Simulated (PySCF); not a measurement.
# ZrN$_{2}$: frequency calculation

ZrN$_{2}$, multiplicity 3, computed with UKS-based PBE0, Zr def2-TZVP with ECP28, N def2-TZVP; non-relativistic Hamiltonian with a scalar-relativistic core potential; density fitting (PySCF 2.14.0).

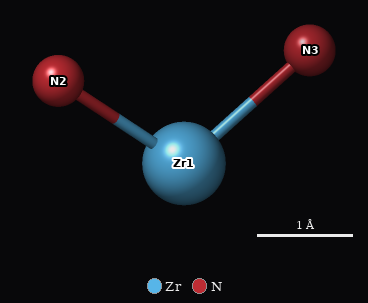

Figure 1. The input geometry (ball-and-stick view, seen at a tilt; atoms are numbered from 1 in the order of the input). Sticks mark near contacts.

**Results in brief**

| quantity | value |
| --- | --- |
| outcome | converged |
| total energy | −156.278826 hartree |
| ⟨S²⟩ | 2.079 |
| zero-point energy | 0.003676 hartree |
| dipole moment | 6.56 D |
| wavenumbers, lowest and highest | 227 and 891 cm⁻¹ |
| hardware | 4 threads of Arm Neoverse V2, 24 GiB of memory available, shared host |
| wall time | 21 s (CPU time 68 s) |
| peak memory | 0.93 GiB |

**Input file**
```python
from pyscf import gto, scf, dft
mol = gto.M(atom='''
Zr     0.000000     0.000000    -0.254959
N      1.439436     0.000000     0.818904
N     -1.439436     0.000000     0.818904''',
    basis={'Zr': 'def2-TZVP', 'N': 'def2-TZVP'},
    ecp={'Zr': 'def2-TZVP'},
    charge=0, spin=2)
mf = dft.UKS(mol, xc='PBE0')
mf.grids.atom_grid = (75, 302)
aux = {'Zr': 'def2-universal-JKFIT', 'N': 'def2-universal-JKFIT'}
mf = mf.density_fit(auxbasis=aux)
mf.conv_tol = 1e-09
mf.diis_space = 10
mf.max_cycle = 60
mf.verbose = 4
mf.kernel()
```

The script is an equivalent of the set-up of the self-consistent field. The run itself was carried out by a driver, which started from the orbitals of the step before it where there was one and computed the further properties.

Launched with:
```bash
OMP_NUM_THREADS=4 python axn.py task.json out
```

**Output**
```
init E= -156.278825749937
  alpha nocc = 14  HOMO = -0.251268444986611  LUMO = -0.0768700839091903
  beta  nocc = 12  HOMO = -0.235454137345878  LUMO = -0.127264162783767
  HOMO = -0.235454137346  LUMO = -0.127264162784  gap/eV = 2.94400
cycle= 1 E= -156.27882574992  delta_E= 1.65e-11  |g|= 6.15e-06  |ddm|= 4.33e-06
  alpha nocc = 14  HOMO = -0.25126877678948  LUMO = -0.0768704157852405
  beta  nocc = 12  HOMO = -0.235454184070363  LUMO = -0.127264269085201
  HOMO = -0.23545418407  LUMO = -0.127264269085  gap/eV = 2.94400
Extra cycle  E= -156.278825749615  delta_E= 3.05e-10  |g|= 2.54e-05  |ddm|= 1.68e-05
converged SCF energy = -156.278825749615  <S^2> = 2.0794086  2S+1 = 3.05248
```

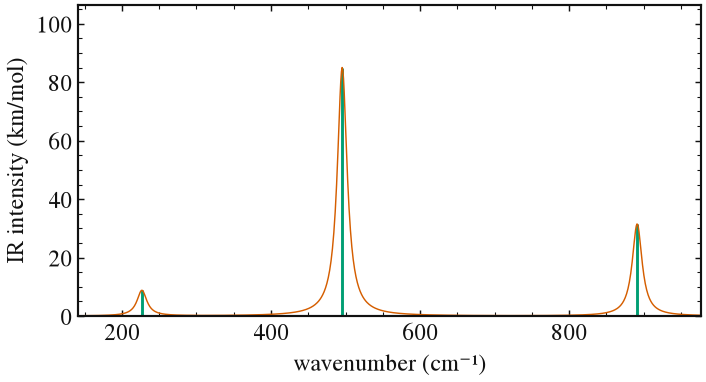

Figure 2. Harmonic infrared spectrum, unscaled: sticks (degenerate modes added up, dark ones marked on the axis) with a Lorentzian envelope of 16 cm⁻¹ full width, scaled to the tallest stick. 3 modes from 227 to 891 cm⁻¹, none imaginary. The strongest line is at 496 cm⁻¹ (85 km/mol). All modes, in cm⁻¹ (km/mol): 227 (8.8), 496 (85), 891 (32).
